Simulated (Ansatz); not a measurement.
# Geometry relaxation of C₄H₉Al (part 2 of 2)

Continued. System: C₄H₉Al. Method: RKS PBE0-D4/def2-TZVP (Ansatz 0.2.0). The geometry: PBE-D4/def2-SVP start.

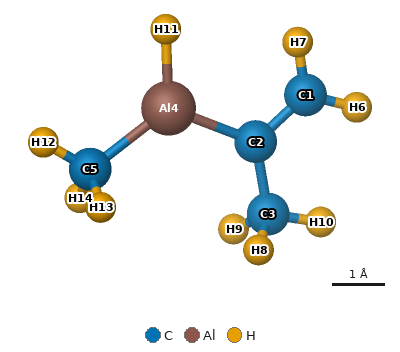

Figure 1. The geometry at step 9 of the log (ball-and-stick view, seen at a tilt; atoms are numbered from 1 in the order of the input).

Trajectory as extended XYZ, continued
```
14
Properties=species:S:1:pos:R:3:forces:R:3 step=5 energy=-10884.63347 accepted=F
C    -1.2376    0.5030    1.7654    0.0516   0.0748   0.0410
C    -0.6371    0.4032    0.5752   -0.0163  -0.0342  -0.0415
C    -0.9886    1.3440   -0.5398    0.0107   0.0031   0.0199
Al    0.6926   -1.0162    0.4223   -0.0008  -0.0189   0.0013
C     1.7088   -1.2774   -1.2243   -0.0065   0.0053   0.0168
H    -1.9788    1.2746    1.9811   -0.0405  -0.0247  -0.0100
H    -0.9996   -0.1660    2.5879   -0.0057  -0.0264   0.0161
H    -0.1083    1.8885   -0.8935    0.0247   0.0171  -0.0106
H    -1.3759    0.8021   -1.4078   -0.0087  -0.0153  -0.0197
H    -1.7415    2.0781   -0.2376   -0.0211   0.0213   0.0062
H     0.9072   -1.9271    1.7098   -0.0002   0.0009   0.0077
H     2.3365   -2.1703   -1.2086    0.0136  -0.0235   0.0035
H     2.3637   -0.4188   -1.4089    0.0170   0.0216  -0.0072
H     1.0458   -1.3468   -2.0923   -0.0177  -0.0010  -0.0234
14
Properties=species:S:1:pos:R:3:forces:R:3 step=6 energy=-10884.63413
C    -1.2331    0.5053    1.7667   -0.0027  -0.0163  -0.0003
C    -0.6368    0.4050    0.5738    0.0111  -0.0115   0.0084
C    -0.9891    1.3474   -0.5395   -0.0076   0.0075  -0.0065
Al    0.6935   -1.0158    0.4222   -0.0020   0.0095   0.0001
C     1.7094   -1.2800   -1.2247    0.0005  -0.0021  -0.0035
H    -1.9901    1.2625    1.9790    0.0000   0.0086   0.0030
H    -0.9947   -0.1673    2.5874   -0.0020   0.0058  -0.0041
H    -0.1077    1.8920   -0.8931   -0.0008   0.0032  -0.0007
H    -1.3778    0.8070   -1.4089    0.0026  -0.0008   0.0023
H    -1.7417    2.0825   -0.2356    0.0006  -0.0004  -0.0014
H     0.9079   -1.9212    1.7138    0.0005  -0.0018   0.0020
H     2.3359   -2.1746   -1.2076   -0.0001  -0.0008   0.0003
H     2.3659   -0.4221   -1.4115    0.0006  -0.0001   0.0015
H     1.0456   -1.3498   -2.0931   -0.0008  -0.0009  -0.0011
14
Properties=species:S:1:pos:R:3:forces:R:3 step=7 energy=-10884.63416
C    -1.2335    0.5041    1.7661    0.0004   0.0013   0.0066
C    -0.6357    0.4055    0.5737   -0.0054   0.0264  -0.0044
C    -0.9896    1.3498   -0.5389   -0.0020  -0.0199   0.0083
Al    0.6942   -1.0141    0.4219    0.0164  -0.0066  -0.0098
C     1.7092   -1.2826   -1.2261   -0.0125   0.0018   0.0110
H    -1.9901    1.2619    1.9791    0.0013  -0.0006  -0.0026
H    -0.9944   -0.1674    2.5873   -0.0020  -0.0033  -0.0024
H    -0.1115    1.9033   -0.8870    0.0014  -0.0040   0.0033
H    -1.3691    0.8069   -1.4105   -0.0017   0.0076  -0.0081
H    -1.7500    2.0775   -0.2368   -0.0001  -0.0014   0.0003
H     0.9105   -1.9172    1.7154   -0.0001   0.0006  -0.0022
H     2.3319   -2.1798   -1.2081    0.0028  -0.0026   0.0003
H     2.3693   -0.4273   -1.4120    0.0029   0.0006   0.0000
H     1.0459   -1.3498   -2.0950   -0.0014   0.0000  -0.0004
14
Properties=species:S:1:pos:R:3:forces:R:3 step=8 energy=-10884.63420
C    -1.2340    0.5035    1.7658    0.0024  -0.0001   0.0030
C    -0.6354    0.4066    0.5736   -0.0032   0.0076  -0.0011
C    -0.9899    1.3504   -0.5387    0.0013  -0.0046   0.0039
Al    0.6964   -1.0121    0.4222    0.0002  -0.0067  -0.0042
C     1.7093   -1.2833   -1.2258   -0.0043   0.0029   0.0031
H    -1.9912    1.2605    1.9790   -0.0018  -0.0011  -0.0026
H    -0.9953   -0.1693    2.5861    0.0004   0.0004  -0.0008
H    -0.1114    1.9035   -0.8864    0.0000  -0.0001   0.0003
H    -1.3697    0.8089   -1.4112    0.0004   0.0022  -0.0014
H    -1.7498    2.0783   -0.2361    0.0000  -0.0009  -0.0005
H     0.9120   -1.9155    1.7154    0.0016   0.0015   0.0005
H     2.3316   -2.1808   -1.2073    0.0009  -0.0006   0.0004
H     2.3698   -0.4287   -1.4137    0.0021  -0.0007  -0.0013
H     1.0448   -1.3513   -2.0938   -0.0001   0.0002   0.0005
14
Properties=species:S:1:pos:R:3:forces:R:3 step=9 energy=-10884.63422
C    -1.2348    0.5030    1.7656   -0.0009  -0.0004   0.0001
C    -0.6351    0.4070    0.5740    0.0013   0.0004   0.0009
C    -0.9892    1.3506   -0.5383   -0.0010  -0.0008   0.0000
Al    0.6974   -1.0113    0.4226    0.0010   0.0013   0.0006
C     1.7084   -1.2837   -1.2262   -0.0023  -0.0002  -0.0007
H    -1.9937    1.2586    1.9778   -0.0004   0.0001  -0.0006
H    -0.9960   -0.1694    2.5861    0.0005  -0.0002  -0.0001
H    -0.1112    1.9063   -0.8831    0.0004   0.0005   0.0005
H    -1.3654    0.8095   -1.4126    0.0003   0.0003  -0.0004
H    -1.7517    2.0764   -0.2370    0.0000  -0.0001  -0.0002
H     0.9163   -1.9121    1.7170    0.0004   0.0001   0.0000
H     2.3283   -2.1830   -1.2084   -0.0006  -0.0005  -0.0008
H     2.3714   -0.4313   -1.4150   -0.0002   0.0002   0.0010
H     1.0426   -1.3497   -2.0934    0.0015  -0.0007  -0.0002
14
Properties=species:S:1:pos:R:3:forces:R:3 step=10 energy=-10884.63424
C    -1.2363    0.5018    1.7651   -0.0044   0.0020  -0.0025
C    -0.6339    0.4083    0.5746    0.0044  -0.0016   0.0024
C    -0.9882    1.3518   -0.5376   -0.0018   0.0015  -0.0035
Al    0.7006   -1.0084    0.4238   -0.0008   0.0023   0.0018
C     1.7067   -1.2853   -1.2272    0.0006  -0.0022  -0.0025
H    -1.9983    1.2547    1.9757    0.0012  -0.0008   0.0006
H    -0.9970   -0.1700    2.5859    0.0010  -0.0013   0.0009
H    -0.1119    1.9141   -0.8761   -0.0010  -0.0007   0.0012
H    -1.3559    0.8105   -1.4155    0.0004   0.0003   0.0013
H    -1.7571    2.0720   -0.2388    0.0013  -0.0006  -0.0003
H     0.9236   -1.9059    1.7198    0.0003   0.0008  -0.0005
H     2.3213   -2.1883   -1.2104   -0.0019   0.0006  -0.0015
H     2.3747   -0.4371   -1.4173   -0.0020   0.0003   0.0020
H     1.0388   -1.3474   -2.0931    0.0026  -0.0006   0.0005
14
Properties=species:S:1:pos:R:3:forces:R:3 step=11 energy=-10884.63425
C    -1.2373    0.5008    1.7647   -0.0027   0.0025  -0.0025
C    -0.6328    0.4094    0.5751    0.0003  -0.0033   0.0010
C    -0.9876    1.3528   -0.5371    0.0002   0.0032  -0.0031
Al    0.7024   -1.0065    0.4244    0.0011   0.0023   0.0025
C     1.7054   -1.2868   -1.2279   -0.0002  -0.0032  -0.0027
H    -2.0012    1.2521    1.9745    0.0008  -0.0015   0.0005
H    -0.9979   -0.1710    2.5854    0.0013  -0.0006   0.0008
H    -0.1124    1.9194   -0.8716   -0.0021  -0.0012   0.0006
H    -1.3499    0.8113   -1.4171    0.0006   0.0006   0.0027
H    -1.7605    2.0694   -0.2400    0.0018  -0.0010  -0.0006
H     0.9291   -1.9008    1.7221   -0.0003   0.0003  -0.0006
H     2.3166   -2.1922   -1.2121   -0.0015   0.0016  -0.0007
H     2.3766   -0.4411   -1.4179   -0.0014   0.0001   0.0015
H     1.0368   -1.3459   -2.0934    0.0021   0.0003   0.0006
14
Properties=species:S:1:pos:R:3:forces:R:3 step=12 energy=-10884.63425
C    -1.2384    0.4999    1.7642   -0.0005   0.0016  -0.0013
C    -0.6323    0.4099    0.5753    0.0024   0.0004   0.0020
C    -0.9871    1.3533   -0.5369   -0.0013   0.0011  -0.0031
Al    0.7043   -1.0047    0.4253   -0.0015  -0.0010   0.0003
C     1.7043   -1.2878   -1.2283    0.0003  -0.0023  -0.0016
H    -2.0043    1.2493    1.9732    0.0011  -0.0003   0.0008
H    -0.9976   -0.1710    2.5853   -0.0012  -0.0014  -0.0006
H    -0.1124    1.9222   -0.8689   -0.0020  -0.0013   0.0004
H    -1.3462    0.8118   -1.4182    0.0005   0.0007   0.0022
H    -1.7621    2.0679   -0.2407    0.0015  -0.0010  -0.0006
H     0.9330   -1.8970    1.7239    0.0006   0.0007   0.0000
H     2.3126   -2.1952   -1.2139   -0.0006   0.0019   0.0003
H     2.3783   -0.4440   -1.4177    0.0002  -0.0003   0.0001
H     1.0351   -1.3437   -2.0936    0.0006   0.0011   0.0011
```

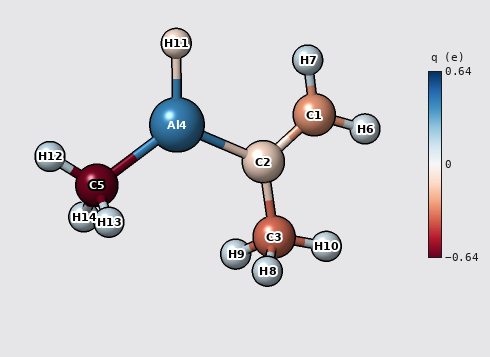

Figure 2. Mulliken charges, as the colour of each atom (ball-and-stick view, seen at a tilt; atoms are numbered from 1 in the order of the input). By element: C −0.61 to −0.12, Al +0.42 and H −0.10 to +0.15 e.

This output came from the following input.

The input
```yaml
crystal:
  periodic: [false, false, false]
  atoms:
    - {symbol: C, position_ang: [-1.247949, 0.513593, 1.794437]}
    - {symbol: C, position_ang: [-0.646164, 0.402894, 0.583676]}
    - {symbol: C, position_ang: [-0.990929, 1.346600, -0.545672]}
    - {symbol: Al, position_ang: [0.691933, -1.032732, 0.424519]}
    - {symbol: C, position_ang: [1.719779, -1.283267, -1.235272]}
    - {symbol: H, position_ang: [-2.009607, 1.291909, 2.007119]}
    - {symbol: H, position_ang: [-1.012861, -0.165610, 2.633622]}
    - {symbol: H, position_ang: [-0.089815, 1.881968, -0.916865]}
    - {symbol: H, position_ang: [-1.393048, 0.795343, -1.423563]}
    - {symbol: H, position_ang: [-1.743164, 2.110311, -0.250393]}
    - {symbol: H, position_ang: [0.912631, -1.951078, 1.722147]}
    - {symbol: H, position_ang: [2.368127, -2.183196, -1.228679]}
    - {symbol: H, position_ang: [2.376093, -0.402276, -1.414498]}
    - {symbol: H, position_ang: [1.052174, -1.353658, -2.121580]}
basis:
  gaussian: {orbitals: def2-TZVP}
hamiltonian: {xc: pbe0, dispersion: d4}
relax: {f_tol: 0.005, max_steps: 150}
```

Launched with:
```bash
ansatz run in.yaml --threads 4 --pin off --events-out ev --progress --plain --max-ram 10444MiB
```

Summary

```tsv
quantity	value
outcome	converged
total energy	−10884.6343 eV
mean-field energy	−10884.4074 eV
dispersion energy	−0.2269 eV
SCF solution under orbital rotations	stable
largest force (length of the vector) at the end	0.004 eV/Å
dipole moment	0.88 D
hardware	4 threads of Arm Neoverse V2, 23 GiB of memory available, shared host
wall time	35 s (CPU time 2.2 min)
peak memory	0.59 GiB
```
